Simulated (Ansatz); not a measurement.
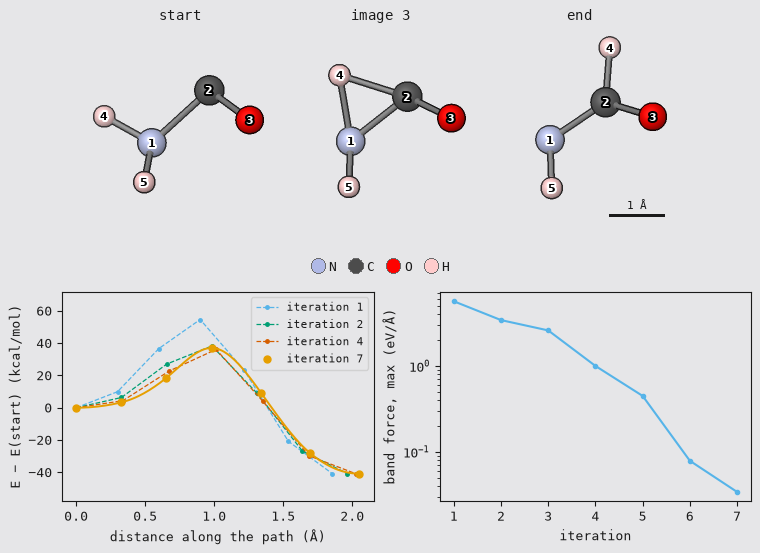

A nudged-elastic-band calculation for CH2NO (charge −1). Images are numbered from 0 (start) to 6 (end). The plot follows the band through its iterations. A ball-and-stick model, seen at a tilt.

Level of theory: RKS CAM-B3LYP/6-31G* (Ansatz 0.2.0).

The input:
```yaml
crystal:
  periodic: [false, false, false]
  atoms:
    - { symbol: "N", position_ang: [-0.432234, 0.100171, -0.439266] }
    - { symbol: C, position_ang: [0.946421, -0.339627, -0.0631] }
    - { symbol: O, position_ang: [0.910845, -0.930554, 1.033403] }
    - { symbol: H, position_ang: [-0.401727, 0.991738, -0.932577] }
    - { symbol: H, position_ang: [-1.023314, 0.178271, 0.40154] }
total_charge: -1
basis:
  gaussian: { orbitals: "6-31G*" }
hamiltonian:
  xc: cam_b3lyp
neb:
  order_check: false
  images: 5
  f_tol: 0.05
  max_iterations: 60
  final_atoms:
    - { symbol: "N", position_ang: [-0.95672775, 0.26656472, -0.14263405] }
    - { symbol: C, position_ang: [0.33965391, 0.04652159, -0.14532577] }
    - { symbol: O, position_ang: [1.07787536, -0.62956422, 0.61776066] }
    - { symbol: H, position_ang: [0.84451964, 0.57772517, -1.00275966] }
    - { symbol: H, position_ang: [-1.30533016, -0.26124826, 0.67295883] }
  initial_path:
    images:
      - { positions_ang: [[-0.432234, 0.100171, -0.439266], [0.946421, -0.339627, -0.0631], [0.910845, -0.930554, 1.033403], [-0.401727, 0.991738, -0.932577], [-1.023314, 0.178271, 0.40154]] }
      - { positions_ang: [[-0.52369213, 0.11254239, -0.38372214], [0.88168663, -0.2747354, -0.10076234], [0.94183495, -0.89033084, 0.98026435], [-0.18973321, 0.93676012, -0.95209772], [-1.11010524, 0.11576273, 0.45631785]] }
      - { positions_ang: [[-0.61515026, 0.12491377, -0.32817827], [0.81695227, -0.20984379, -0.13842468], [0.9728249, -0.85010767, 0.92712569], [0.02226058, 0.88178224, -0.97161843], [-1.19689649, 0.05325446, 0.5110957]] }
      - { positions_ang: [[-0.70660838, 0.13728516, -0.27263441], [0.7522179, -0.14495219, -0.17608703], [1.00381485, -0.80988451, 0.87398704], [0.23425436, 0.82680435, -0.99113915], [-1.28368773, -0.00925381, 0.56587355]] }
      - { positions_ang: [[-0.7899815, 0.18037835, -0.22930096], [0.61469657, -0.08112759, -0.16583327], [1.02850169, -0.74977775, 0.78857825], [0.43767612, 0.74377796, -0.99501265], [-1.29090188, -0.09325196, 0.60156864]] }
      - { positions_ang: [[-0.87335463, 0.22347153, -0.18596751], [0.47717524, -0.017303, -0.15557952], [1.05318852, -0.68967098, 0.70316945], [0.64109788, 0.66075156, -0.99888616], [-1.29811602, -0.17725011, 0.63726373]] }
      - { positions_ang: [[-0.95672775, 0.26656472, -0.14263405], [0.33965391, 0.04652159, -0.14532577], [1.07787536, -0.62956422, 0.61776066], [0.84451964, 0.57772517, -1.00275966], [-1.30533016, -0.26124826, 0.67295883]] }
```

Command:
```bash
ansatz run input.yaml --threads 1 --pin off --max-ram 2048MiB --backend cpu --events-out ev --progress --plain --runs-dir out
```

Q: Did the band converge, and can the barrier be trusted?

A: The result is final at these settings. The band converged in 7 iterations. The largest component of the band force went from 5.7 to 0.034 eV/Å. The climbing image converged on the top of the path. Its vibrational analysis gives one imaginary mode (1836i cm⁻¹), as a transition state must have. The first iteration put the highest image at 54.6 kcal/mol. The energy climbs by 37.0 kcal/mol to image 3 and then falls by 77.9 kcal/mol, so the end point sits at −40.9 kcal/mol.

Limits of the set-up: the basis has no diffuse functions, which an anion needs.

The run took 100 s on 1 thread of Intel(R) Xeon(R) Processor @ 2.50GHz (Skylake/Cascade Lake), on a shared host, peak memory 0.11 GiB.
